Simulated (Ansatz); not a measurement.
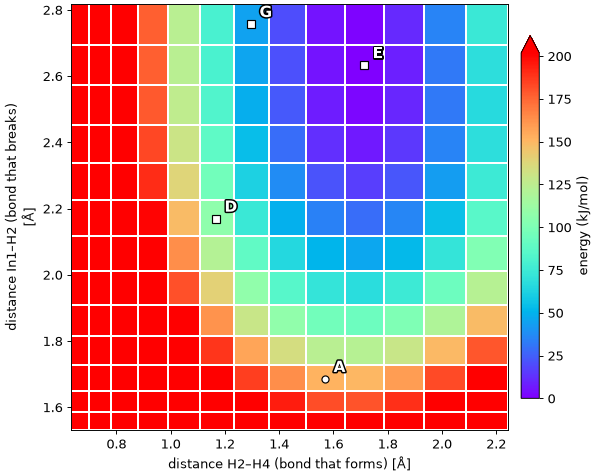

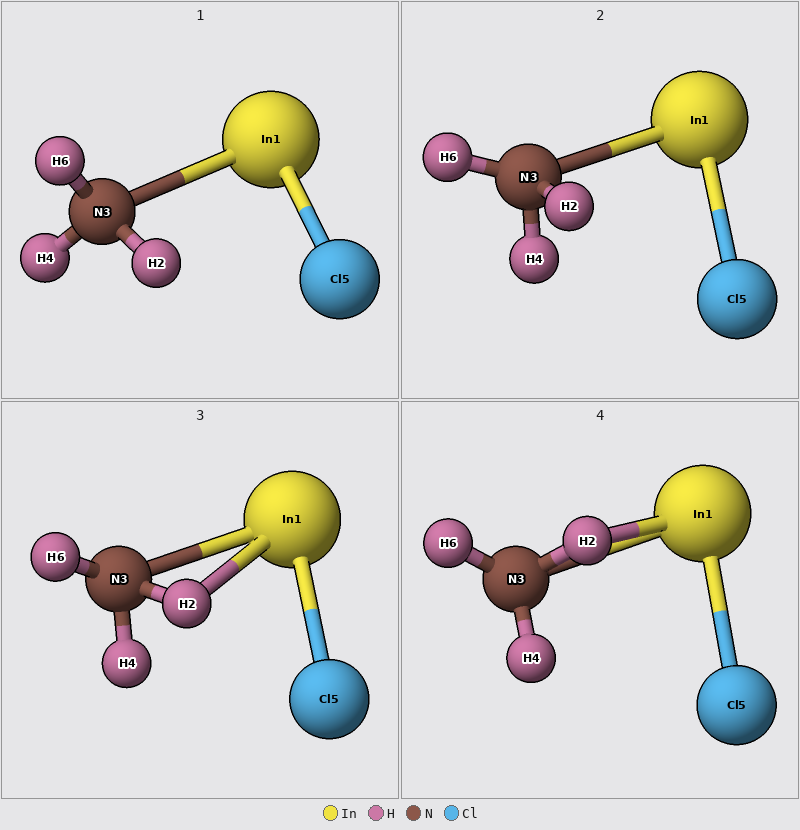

The reacting system ClH₃InN. The first coordinate is: distance H2–H4 (bond that forms); the second: distance In1–H2 (bond that breaks). Relaxed at each point: all other coordinates. The scan uses a 13 × 13 grid. Points are written as (first, second). Energies: kJ/mol, counted from the lowest grid point. The reference is spin-restricted, so regions where a bond is pulled apart into radicals lie too high. The calculation used RKS SPW92 (LDA)/def2-SVP in Ansatz.

Drawn: one coloured cell a grid point, one colour for all values above the top of the scale, lettered points. The numbered pictures are the structures at these points, in random order.

> Which structure belongs to which point?

A is structure 4: (1.570 Å, 1.685 Å), 151 kJ/mol; D is structure 3: (1.168 Å, 2.169 Å), 107 kJ/mol; E is structure 1: (1.713 Å, 2.633 Å), 0 kJ/mol; G is structure 2: (1.297 Å, 2.757 Å), 44 kJ/mol.
